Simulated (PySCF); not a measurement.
**H3NO (SMILES NO) at B3LYP/STO-6G**

What is the vertical ionisation energy of H3NO at B3LYP/STO-6G? Input form: a Python script.

The results are computed with PySCF 2.14.0.

10 further runs of the same task are left out: 2 that didn't finish, 8 set aside as unsound or not needed.

**1. The system as given**

The species is H3NO (5 atoms), meant as a singlet with charge 0. As SMILES, `NO`. Geometry: relaxed at GFN2-xTB. This is one conformer, not always the lowest.

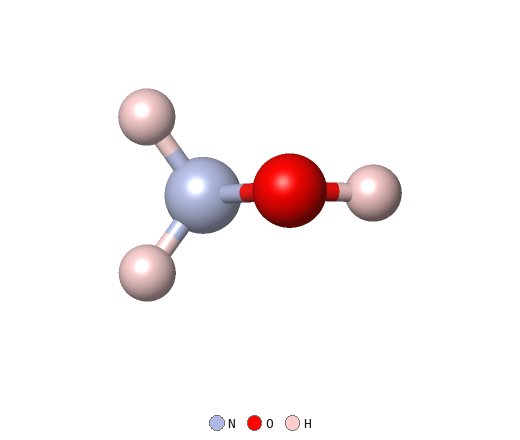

Viewed from a chosen angle; nitrogen light blue, oxygen red, hydrogen pink.

**2. A single-point energy at B3LYP/STO-6G**

The input, calc.py:

```python
from pyscf import gto, dft

system = gto.M(
    atom=[
    ('N', (-0.178910, -0.366440, -0.312920)),
    ('O', (0.371730, 0.674250, 0.501760)),
    ('H', (-0.161770, -1.206140, 0.265260)),
    ('H', (-1.156690, -0.114310, -0.454620)),
    ('H', (1.125640, 1.012630, 0.000530)),
],
    charge=0,
    verbose=3,
    basis='sto-6g',
    max_memory=1860,
)

mf = dft.RKS(system, xc='b3lyp')
mf.grids.level = 5
mf.conv_tol = 1e-10
mf.kernel()
if not mf.converged:
    mf = mf.newton().run(mf.mo_coeff, mf.mo_occ)

etot = mf.e_tot
print(f'total energy: {etot:.8f} hartree')
```

Started as:

```
$ OMP_NUM_THREADS=1 python calc.py
```

What it wrote:

```text
converged SCF energy = -131.164731778385
total energy: -131.16473178 hartree
```

Wall time 2.6 s (1 thread of Arm Neoverse V1, shared host); peak memory 0.17 GiB.

**3. The doublet cation, same level**

The input, input.py:

```python
from pyscf import gto, dft

system = gto.Mole()
system.atom = '''
N   -0.178910  -0.366440  -0.312920
O    0.371730   0.674250   0.501760
H   -0.161770  -1.206140   0.265260
H   -1.156690  -0.114310  -0.454620
H    1.125640   1.012630   0.000530
'''
system.max_memory = 1860
system.basis = 'sto-6g'
system.charge = 1
system.spin = 1
system.verbose = 4
system.build()

myscf = dft.UKS(system)
myscf.xc = 'b3lyp'
myscf.grids.level = 5
myscf.conv_tol = 1e-10
myscf.kernel()
if not myscf.converged:
    myscf = myscf.newton().run(myscf.mo_coeff, myscf.mo_occ)

energy = myscf.e_tot
print('E(%s) = %.9f' % ('B3LYP', energy))
```

Started as:

```
$ OMP_NUM_THREADS=1 python input.py
```

What it wrote:

```text
PySCF version 2.14.0

[INPUT] num. atoms = 5
[INPUT] num. electrons = 17
[INPUT] charge = 1
[INPUT] spin (= nelec alpha-beta = 2S) = 1
[INPUT] symmetry False subgroup None
[INPUT] Mole.unit = angstrom
[INPUT] Symbol           X                Y                Z      unit          X                Y                Z       unit  Magmom
[INPUT]  1 N     -0.178910000000  -0.366440000000  -0.312920000000 AA   -0.338090900946  -0.692471241086  -0.591333098899 Bohr   0.0
[INPUT]  2 O      0.371730000000   0.674250000000   0.501760000000 AA    0.702467892285   1.274147839488   0.948188980262 Bohr   0.0
[INPUT]  3 H     -0.161770000000  -1.206140000000   0.265260000000 AA   -0.305700995171  -2.279274267883   0.501268751802 Bohr   0.0
[INPUT]  4 H     -1.156690000000  -0.114310000000  -0.454620000000 AA   -2.185827311023  -0.216014593299  -0.859107290750 Bohr   0.0
[INPUT]  5 H      1.125640000000   1.012630000000   0.000530000000 AA    2.127151314855   1.913593365518   0.001001554846 Bohr   0.0

nuclear repulsion = 39.3019440603771
number of shells = 9
number of NR pGTOs = 78
number of NR cGTOs = 13
basis = sto-6g
ecp = {}

******** <class 'pyscf.dft.uks.UKS'> ********
method = UKS
initial guess = minao
damping factor = 0
level_shift factor = 0
DIIS = <class 'pyscf.scf.diis.CDIIS'>
diis_start_cycle = 1
diis_space = 8
diis_damp = 0
SCF conv_tol = 1e-10
SCF conv_tol_grad = None
SCF max_cycles = 50
direct_scf = True
direct_scf_tol = 1e-13
number electrons alpha = 9  beta = 8
XC library pyscf.dft.libxc version 7.0.0
    S. Lehtola, C. Steigemann, M. J.T. Oliveira, and M. A.L. Marques.,  SoftwareX 7, 1–5 (2018)
XC functionals = b3lyp
    P. J. Stephens, F. J. Devlin, C. F. Chabalowski, and M. J. Frisch.,  J. Phys. Chem. 98, 11623 (1994)
radial grids:
    Treutler-Ahlrichs [JCP 102, 346 (1995); DOI:10.1063/1.469408] (M4) radial grids

becke partition: Becke, JCP 88, 2547 (1988); DOI:10.1063/1.454033
pruning grids: <function nwchem_prune>
grids dens level: 5
symmetrized grids: False
atomic radii adjust function: <function treutler_atomic_radii_adjust>
small_rho_cutoff = 0
Set gradient conv threshold to 1e-05
tot grids = 155712
init E= -131.336404094543
[... the frontier-level lines of each cycle are left out ...]

cycle= 1 E= -130.780838715167  delta_E= 0.556  |g|= 0.338  |ddm|= 1.86
cycle= 2 E= -130.365907267549  delta_E= 0.415  |g|= 0.812  |ddm|= 1.74
cycle= 3 E= -130.847871382668  delta_E= -0.482  |g|= 0.136  |ddm|= 1.64
cycle= 4 E= -130.860864983064  delta_E= -0.013  |g|= 0.0263  |ddm|= 0.157
cycle= 5 E= -130.86154501421  delta_E= -0.00068  |g|= 0.0133  |ddm|= 0.0705
cycle= 6 E= -130.861645492157  delta_E= -0.0001  |g|= 0.00577  |ddm|= 0.0133
cycle= 7 E= -130.861671163107  delta_E= -2.57e-05  |g|= 0.000676  |ddm|= 0.00908
cycle= 8 E= -130.861672537737  delta_E= -1.37e-06  |g|= 0.000181  |ddm|= 0.00375
cycle= 9 E= -130.861672959327  delta_E= -4.22e-07  |g|= 0.000134  |ddm|= 0.00265
cycle= 10 E= -130.861673318379  delta_E= -3.59e-07  |g|= 0.000135  |ddm|= 0.00277
cycle= 11 E= -130.861674109416  delta_E= -7.91e-07  |g|= 5.3e-05  |ddm|= 0.00887
cycle= 12 E= -130.861674332634  delta_E= -2.23e-07  |g|= 1.65e-05  |ddm|= 0.00708
cycle= 13 E= -130.861674335209  delta_E= -2.57e-09  |g|= 5.36e-06  |ddm|= 0.000782
cycle= 14 E= -130.86167433523  delta_E= -2.17e-11  |g|= 3.31e-07  |ddm|= 1.48e-05
Extra cycle  E= -130.86167433523  delta_E= -1.14e-13  |g|= 2.29e-07  |ddm|= 1.32e-06
converged SCF energy = -130.86167433523  <S^2> = 0.75352275  2S+1 = 2.0035197
E(B3LYP) = -130.861674335
```

Wall time 5.4 s (1 thread of Arm Neoverse V1, shared host); peak memory 0.18 GiB.

**4. Summary of results**

Level: B3LYP/STO-6G.

```
                                          quantity          value
                        singlet H3NO: total energy  -131.16473 Eh
                       singlet H3NO: dipole moment         0.38 D
                         singlet H3NO: HOMO energy       -3.82 eV
                         singlet H3NO: LUMO energy        7.17 eV
                       singlet H3NO: HOMO–LUMO gap       10.99 eV
                      doublet cation: total energy  -130.86167 Eh
doublet cation: HOMO energy (highest over α and β)      -15.11 eV
 doublet cation: LUMO energy (lowest over α and β)      -12.55 eV
                              doublet cation: ⟨S²⟩          0.754
vertical ionisation energy (to the doublet cation)       8.247 eV
```

**Reading.** Removing an electron at fixed nuclei costs 8.25 eV (190 kcal/mol). −ε(HOMO) before ionisation, 3.82 eV, is 4.43 eV below this ionisation energy. In a minimal basis such a difference can be off by several eV, whatever the method.
